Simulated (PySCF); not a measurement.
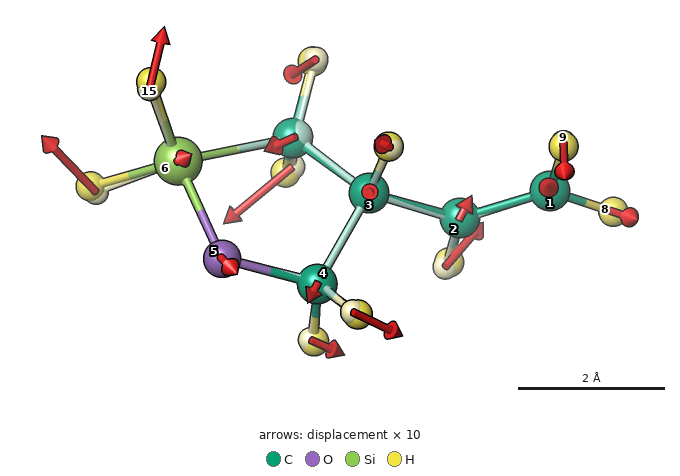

A relaxation of C5H10OSi. The starting structure is drawn faded, the final one solid; red arrows show the displacements, magnified 10 times. The two geometries are superimposed by the best rigid fit.

A ball-and-stick model, seen at a tilt.

The start comes from GFN2-xTB. Its atoms were then displaced at random by about 0.01 Å.

Method: PBE0-D3(BJ)/def2-SVP geometry optimisation, gas phase (PySCF). 

> Describe the change and its energy.

The largest move after the best rigid fit is that of an H atom, 0.13 Å. By element the largest moves are H 0.13 Å, C 0.06 Å, O 0.06 Å, Si 0.04 Å. Among the contacts that change: C–C 1.495 → 1.540 Å, H–Si 1.453 → 1.493 Å, O–Si 1.645 → 1.683 Å, C–Si 1.918 → 1.887 Å. Bond angles that change, for instance: O–C–H 104.7° → 110.2°, H–Si–H 113.8° → 108.7°, C–C–H 113.8° → 110.8°. Over 8 geometry steps the energy falls by 0.194 eV.
